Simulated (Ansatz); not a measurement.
Response to strain in Ag

The reference is Ag in the fcc (Cu type) structure (space group Fm-3m, No. 225; a = 4.1046 Å; relaxed with 0.1 eV smearing).

Strains are applied to the cell and any free atomic positions relax.

The values are results of Ansatz (a quantum-chemistry and plane-wave program) r2SCAN, spin-orbit coupling left out, earlier PAW set, not measurements.

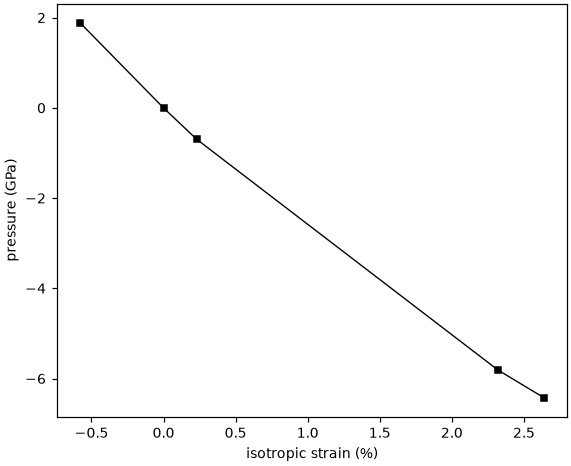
Figure. Pressure against isotropic strain

```json
[
 {"isotropic strain (%)": "-0.58", "pressure": "1.9 GPa"},
 {"isotropic strain (%)": "0.23", "pressure": "-0.7 GPa"},
 {"isotropic strain (%)": "2.32", "pressure": "-5.8 GPa"},
 {"isotropic strain (%)": "2.64", "pressure": "-6.4 GPa"}
]
```

Stability against distortions was not tested.
